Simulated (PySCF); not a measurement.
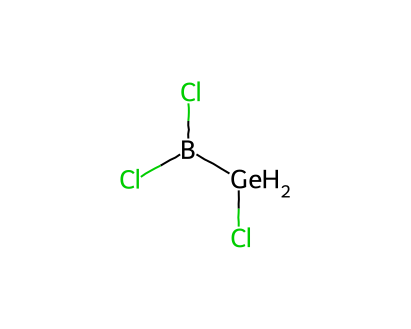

Transcribe the drawing into SMILES.

[Cl][GeH2][B](Cl)Cl

Give the formula, hydrogens included.

BCl3GeH2.

The parts below concern this one geometry. Atoms keep their numbers from picture to picture. The geometry was computed by an optimisation with GFN2-xTB. No frequency run is at hand to confirm it as a minimum.

### Shape

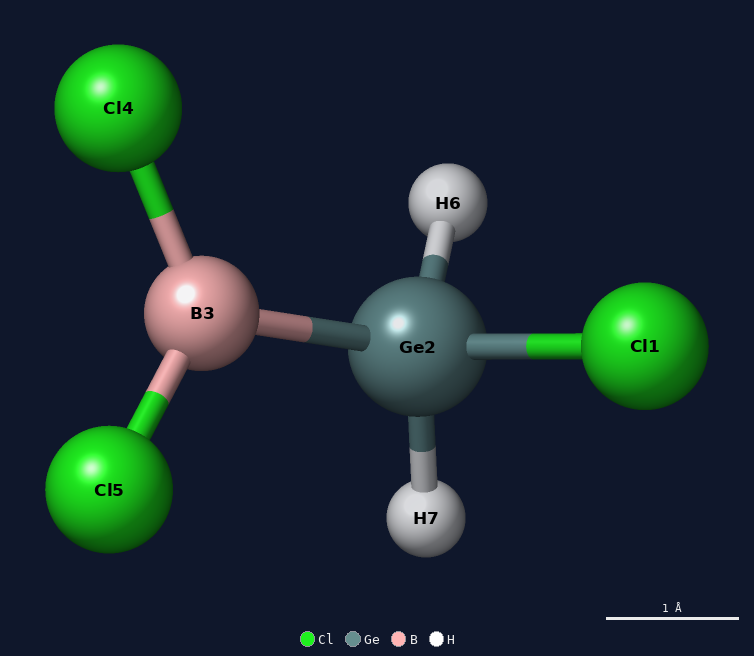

No frequency run is at hand to confirm it as a minimum.

Estimate the angles Cl1–Ge2–B3, Cl1–Ge2–H6, Cl1–Ge2–H7, B3–Ge2–H6, B3–Ge2–H7, H6–Ge2–H7, Ge2–B3–Cl4, Ge2–B3–Cl5, Cl4–B3–Cl5.

```json
{"angle": "Cl1–Ge2–B3", "degrees": "108.1"}
{"angle": "Cl1–Ge2–H6", "degrees": "105.4"}
{"angle": "Cl1–Ge2–H7", "degrees": "105.2"}
{"angle": "B3–Ge2–H6", "degrees": "115.4"}
{"angle": "B3–Ge2–H7", "degrees": "116.0"}
{"angle": "H6–Ge2–H7", "degrees": "105.7"}
{"angle": "Ge2–B3–Cl4", "degrees": "120.2"}
{"angle": "Ge2–B3–Cl5", "degrees": "120.3"}
{"angle": "Cl4–B3–Cl5", "degrees": "119.6"}
```

### Electronic properties

No frequency run is at hand to confirm it as a minimum. Level of theory: CAM-B3LYP/def2-SVPD, gas phase (PySCF 2.14.0). Excitations: vertical, linear response.

Give the HOMO energy (Kohn–Sham orbital) at this level.

−9.64 eV.

What is the dipole moment?

1.95 D.

What is the HOMO–LUMO gap?

8.18 eV.

Estimate the brightest of the 8 lowest singlets.

7.73 eV.

### Core levels

No frequency run is at hand to confirm it as a minimum. Method: delta-SCF UKS SCAN, pcX-2 on the ionised atom, pcseg-1 elsewhere, spin-free X2C (PySCF 2.14.0).

Give the core-electron binding energies (to vacuum; p and d levels without spin–orbit splitting) of Cl1 1s, Cl1 2p, B3 1s, Cl4 1s, Cl4 2p.

| atom | level | binding energy (eV) |
| --- | --- | --- |
| Cl1 | 1s | 2828.3 |
| Cl1 | 2p | 206.2 |
| B3 | 1s | 198.5 |
| Cl4 | 1s | 2829.6 |
| Cl4 | 2p | 207.6 |

### Polarisability

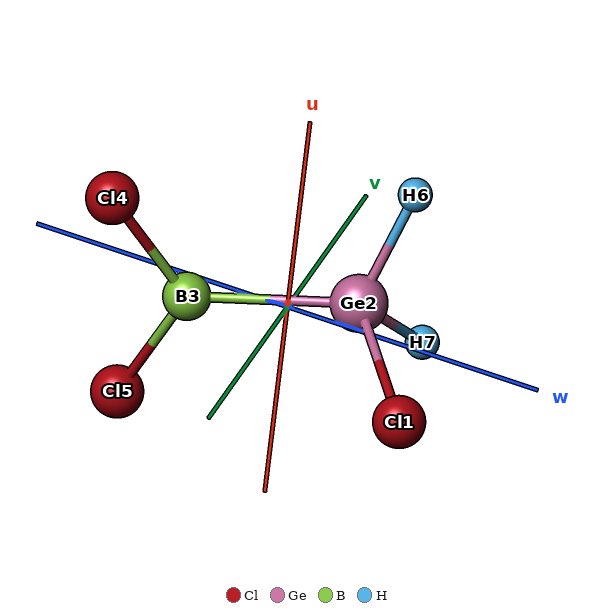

The lines u, v and w are the principal axes of the static dipole polarisability. No frequency run is at hand to confirm it as a minimum. Method: CAM-B3LYP/def2-SVPD (PySCF 2.14.0).

Along which axis is the molecule most polarisable, and along which least?

Most along w (close to the long direction Cl1···Cl4), least along v.

Give the three principal values.

u 85.0, v 72.9, w 92.4 bohr³; mean 83.5, anisotropy 17.0 bohr³.

The geometry is semi-empirical. Around B, Ge such bond lengths and angles can be off by a tenth of an ångström or more and by several degrees, and values that hang on the shape move with them.
